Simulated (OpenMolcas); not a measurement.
**Tm²⁺ among point charges: CASSCF and CASPT2 levels and susceptibility**

Aim: the splitting of the states of Tm²⁺ in the field of 8 point charges, its lowest levels with spin-orbit coupling and its magnetic susceptibility.

Program: OpenMolcas 26.06. Level of theory: state-averaged CASSCF and CASPT2, spin-orbit coupling by RASSI with atomic mean-field integrals. These are calculated values, not measurements, unless marked.

## 1. The system

```
Species                           : Tm²⁺ (thulium, Z = 69, 67 electrons)
Basis                             : ANO-RCC-VTZP [8s7p5d3f2g1h], 104 functions
Scalar Hamiltonian                : DKH2, point nucleus
Inactive shells                   : 1s 2s 2p 3s 3p 3d 4s 4p 4d 5s 5p
Active space                      : 13 electrons in 7 orbitals (4f)
Some configurations of this space : 4f¹³
Orbitals                          : optimised for the highest spin of each parity, averaged over all roots
```

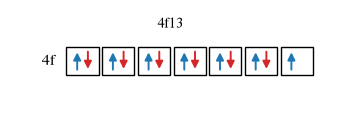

Occupation of the outer shells (arrows by Hund's rule).

The ion sits among 8 point charges of -1 e arranged as a hexagonal bipyramid (D6h), 3.04 Å from the ion, with the axial distance 3.253 Å.

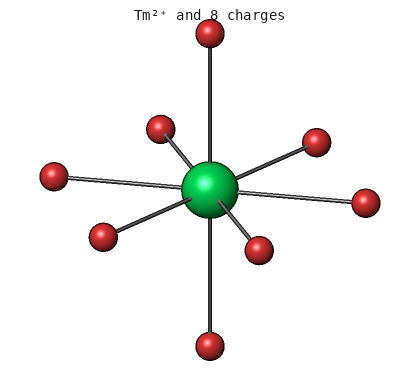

The ion and the point charges (red).

Each step is its own input file, run in one work folder so that later steps find the files of earlier ones. Labels, J, g values, rates, χT and fits are worked out afterwards by a script from the matrices that RASSI stores. The input lists half of the charges; inversion (Group=XYZ) makes the rest.

## 2. GATEWAY and SEWARD: basis and integrals

Input file a.inp:

```
&GATEWAY
Coord
1

Tm 0.0 0.0 0.0
Basis=ANO-RCC-VTZP
Group=XYZ
NoMove
AngMom=0.0 0.0 0.0
AMFI
XField
4 Angstrom 0
3.040000 0.000000 0.000000 -1.000000
1.520000 2.632717 0.000000 -1.000000
1.520000 -2.632717 0.000000 -1.000000
0.000000 0.000000 3.252800 -1.000000
&SEWARD
```

Launch:

```sh
$ OMP_NUM_THREADS=1 MOLCAS_MEM=2252 MOLCAS_PROJECT=a pymolcas a.inp > a.log
```

## 3. CASSCF: doublets of odd parity, 7 roots

Input file a.inp:

```
&RASSCF
FileOrb=start.orb
Symmetry=2
Spin=2
nActEl=13 0 0
Inactive=15 12
Ras2=0 7
CIRoot=7 7 1
SDav=7
CIMx=300
Iter=120 100
PrWF=0.3
OrbListing=Nothing
MaxOrb=0
>>> COPY $Project.JobIph JOB001
```

start.orb holds the contracted functions of the basis, ordered by shell, or the orbitals of the step before.

## 4. RASSI: spin-orbit coupling between the states

Input file a.inp:

```
&RASSI
NrOfJobIphs=1 7
1 2 3 4 5 6 7
IphNames
JOB001
EJob
SpinOrbit
DIPRint=1.0
SOCoupling=1000.0
Subsets=2
Property=9
'ANGMOM' 1 'ANGMOM' 2 'ANGMOM' 3 'MLTPL  1' 1 'MLTPL  1' 2 'MLTPL  1' 3
'AMFI' 1 'AMFI' 2 'AMFI' 3
SOProperty=3
'ANGMOM' 1 'ANGMOM' 2 'ANGMOM' 3
```

## 5. CASPT2: IPEA 0.25, imaginary shift 0.1 (closed shells correlated: 5s 5p)

Input file a.inp:

```
>>> COPY JOB001 $Project.JobIph
&CASPT2
Multistate=7 1 2 3 4 5 6 7
NoMult
Frozen=14 9
IPEA=0.25
Imaginary=0.1
MaxIter=60
WThr=0.0 0.3 0.05
PrWF=0.5
NoMix
```

(Steps that only read results are left out.)

**Question.** What will these runs give? Wanted: spin-free ground state; first state of the same spin within the active space; lowest level; next level.

As calculated:

| quantity | value |
| --- | --- |
| method | SS-CASPT2, IPEA 0.25, imaginary shift 0.1 (closed shells correlated: 5s 5p) |
| spin-free ground state | doublet, 1-fold in its orbital part |
| first state of the same spin within the active space | doublet at 37.4 cm⁻¹ |
| lowest level | 2-fold, g = 0.09, 0.09, 8.00 |
| next level | 556.2 cm⁻¹ |
| χT at 300 K | 2.39 cm³ K/mol |
| effective moment at 300 K | 4.37 μB |

Cost by method:

| method | time of its own steps | time with the reference |
| --- | --- | --- |
| A. CASSCF | 3.2 s | 3.2 s |
| B. SS-CASPT2, IPEA 0.25, imaginary shift 0.1, +5s 5p | 3.2 s | 6.5 s |

Times are of one thread on a shared host.

In words: The spin-free ground state (doublet) comes to 100 % from free-ion F terms and keeps the highest spin of the shell. Point charges carry no covalency, so the field is a model and not that of real ligands.
